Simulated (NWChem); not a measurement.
**TiO2 (SMILES [O]=[Ti]=[O]): levels of theory compared**

We compute a comparison of 4 runs (HF/3-21G, HF/def2-TZVP, PBE0/def2-SVP, CCSD(T)/def2-SVP) of TiO2. 

Program for the calculation: NWChem 7.3.0.

## Step 1: The molecule

TiO2: 3 atoms, total charge 0, spin state singlet. SMILES: `[O]=[Ti]=[O]`. The shape comes from GFN2-xTB, which is rough for such elements, and wasn't checked as a minimum.

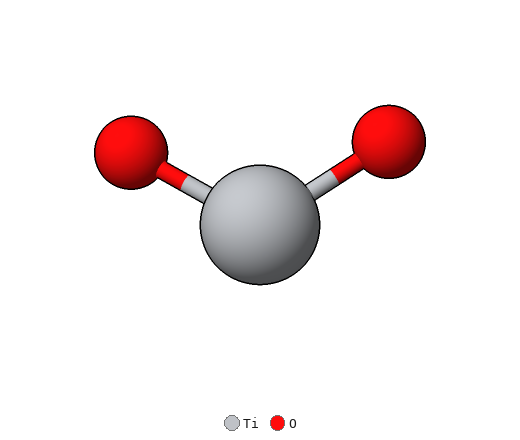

The structure, seen from a chosen angle (titanium light grey, oxygen red).

## Step 2: Energy and forces at HF/3-21G (run 1)

The input, o2ti.xyz:

```xyz
3
O2Ti hf
Ti     0.004550    -0.005680    -0.594650
O      1.361390    -0.020020     0.307930
O     -1.365930     0.025690     0.286720
```

The input, run.py:

```python
from ase.io import read
from ase.calculators.nwchem import NWChem

system = read('o2ti.xyz')

calc = NWChem(
    label='o2ti',
    theory='scf',
    memory='2200 mb',
    basis='3-21G',
    basispar='spherical bse',
    scf={'nopen': '0', 'rhf': None, 'thresh': '1e-08', 'maxiter': '80'},
)
system.calc = calc

forces = system.get_forces()
print("Total energy (eV):", round(system.get_potential_energy(), 6))
print("forces (eV/A):")
for s, f in zip(system.symbols, forces):
    print(f"{s:2s} {f[0]:10.5f} {f[1]:10.5f} {f[2]:10.5f}")
print("dipole (e A):", system.get_dipole_moment().round(4))
```

Run with:

```sh
export ASE_NWCHEM_COMMAND="nwchem PREFIX.nwi > PREFIX.nwo"
python run.py
```

The program printed:

```text
Total energy (eV): -27024.365915
forces (eV/A):
Ti   -0.01553    0.01717    1.79448
O    -1.36438    0.01440   -0.90734
O     1.37991   -0.03157   -0.88718
dipole (e A): [ 0.0122 -0.0152 -1.5946]
```

The calculator wrote o2ti.nwi:

```
title "o2ti"

permanent_dir o2ti

scratch_dir o2ti

start o2ti

geometry units angstrom nocenter noautosym noautoz
  Ti 4.5500000000000002e-03 -5.6800000000000002e-03 -5.9465000000000001e-01
  O  1.3613900000000001e+00 -2.0020000000000000e-02 3.0792999999999998e-01
  O  -1.3659300000000001e+00 2.5690000000000001e-02 2.8671999999999997e-01
end

memory 2200 mb

basis spherical bse noprint
   * library 3-21G
end

scf
  nopen 0
  rhf
  thresh 1e-08
  maxiter 80
end

task scf gradient
```

o2ti.nwo:

```text
Northwest Computational Chemistry Package (NWChem) 7.3.0
             --------------------------------------------------------

           Job information
           ---------------

    nwchem branch   = 7.3.0
    use scalapack   = T
    input           = o2ti.nwi
    prefix          = o2ti.
    data base       = o2ti/o2ti.db
    status          = startup
    nproc           =        1

           Memory information
           ------------------

    heap     =     72089598 doubles =      550.0 Mbytes
    stack    =     72089595 doubles =      550.0 Mbytes
    global   =    144179200 doubles =     1100.0 Mbytes (distinct from heap & stack)
    total    =    288358393 doubles =     2200.0 Mbytes
    verify   = yes
    hardfail = no

[... 114 lines left out ...]
 Convergence threshold     :          1.000E-08
[... 12 lines left out ...]
       Final RHF  results
[... 3 lines left out ...]
      One-electron energy =  -1616.609374218600
[... 1 line left out ...]
 Nuclear repulsion energy =    126.712617297934
[... 37 lines left out ...]
                       ROHF Final Molecular Orbital Analysis
[... 224 lines left out ...]
                                       o2ti

  wavefunction    =   RHF

                         RHF ENERGY GRADIENTS

    atom               coordinates                        gradient
                 x          y          z           x          y          z
   1 Ti      0.008598  -0.010734  -1.123726    0.000302  -0.000334  -0.034897
   2 O       2.572654  -0.037832   0.581903    0.026533  -0.000280   0.017645
   3 O      -2.581233   0.048547   0.541822   -0.026835   0.000614   0.017253

                 ----------------------------------------
                 |  Time  |  1-e(secs)   |  2-e(secs)   |
                 ----------------------------------------
                 |  CPU   |       0.00   |       0.25   |
                 ----------------------------------------
                 |  WALL  |       0.00   |       0.25   |
                 ----------------------------------------

 Task  times  cpu:        2.3s     wall:        2.3s
 Total times  cpu:        2.3s     wall:        2.3s
```

Wall time 3.3 s (1 thread of Intel Xeon 6975P-C (Granite Rapids), shared host); peak memory 0.099 GiB.

## Step 3: Energy and forces at HF/def2-TZVP (run 2)

The input, mymol.xyz:

```xyz
3

Ti     0.004550    -0.005680    -0.594650
O      1.361390    -0.020020     0.307930
O     -1.365930     0.025690     0.286720
```

The input, mymol.nw:

```
start mymol
memory 2200 mb

geometry units angstrom noautosym nocenter noautoz
   load format xyz mymol.xyz
end

basis spherical bse
   Ti library def2-TZVP
   O library def2-TZVP
end

scf
   thresh 1e-08
   maxiter 80
   print low
end

task scf gradient
```

Run with:

```sh
nwchem mymol.nw > mymol.out
```

The program printed:

```text
[...]
  functions       =   107
[...]
  wavefunction    = RHF
[...]
         Total SCF energy =   -998.168387310394
      One-electron energy =  -1622.686571659049
      Two-electron energy =    497.805567050721
 Nuclear repulsion energy =    126.712617297934
        Time for solution =     38.0s
[...]
                         RHF ENERGY GRADIENTS
    atom               coordinates                        gradient
                 x          y          z           x          y          z
   1 Ti      0.008598  -0.010734  -1.123726    0.000303  -0.000344  -0.035964
   2 O       2.572654  -0.037832   0.581903    0.013471  -0.000056   0.018078
   3 O      -2.581233   0.048547   0.541822   -0.013774   0.000400   0.017885
 Task  times  cpu:       44.3s     wall:       44.3s
 Total times  cpu:       44.4s     wall:       44.4s
```

Wall time 45 s (1 thread of Intel Xeon 6975P-C (Granite Rapids), shared host); peak memory 0.12 GiB.

Run 3 isn't shown in full; the table further down has it.

## Step 4: The energy at CCSD(T)/def2-SVP (run 4)

The input, o2ti.nw:

```
start o2ti
title "O2Ti"
memory 2200 mb

geometry noautosym nocenter noautoz
 Ti    0.004550   -0.005680   -0.594650
 O     1.361390   -0.020020    0.307930
 O    -1.365930    0.025690    0.286720
end

basis spherical bse
 * library def2-SVP
end

scf
 thresh 1e-08
 maxiter 80
 noprint "final vectors analysis"
end

ccsd
 freeze core 7
 maxiter 60
end

task ccsd(t) energy
```

Run with:

```sh
nwchem o2ti.nw > o2ti.out
```

The program printed:

```text
[...]
  functions       =    59
[...]
  wavefunction    = RHF
[...]
         Total SCF energy =   -997.860901616968
      One-electron energy =  -1622.196545680521
      Two-electron energy =    497.623026765618
 Nuclear repulsion energy =    126.712617297934
        Time for solution =      9.8s
[...]
 Total MP2 energy:           -998.605107075178012
[...]
             energy      energy      error      ampl     ampl      Block
                                                time     time      time
[...]
 Total CCSD energy:           -998.549933840933249
[...]
 Total CCSD+T(CCSD) energy:           -998.620536684001536
[...]
 Total CCSD(T) energy:                -998.600347098972179
[...]
```

Wall time 45 s (1 thread of Intel Xeon 6975P-C (Granite Rapids), shared host); peak memory 0.14 GiB.

## Step 5: All runs side by side

```csv
run,level,iteration cap,module,energy (Eh),largest force (eV/Å),wall time
1,HF/3-21G,80,scf,-993.127138,1.795,3.3 s
2,HF/def2-TZVP,80,scf,-998.168387,1.849,45 s
3,PBE0/def2-SVP,100,dft,-999.355734,0.703,14 s
4,CCSD(T)/def2-SVP,80,ccsd(t),-998.600347,–,45 s
```

## Step 6: Summary of results

| quantity | value |
| --- | --- |
| run 4: total energy | -998.60035 Eh |
| run 4: correlation energy (7 core orbitals frozen) | -739.4 mEh |
| run 4: (T) correction | -50.41 mEh |

All runs together took 1.8 min, the longest 45 s.
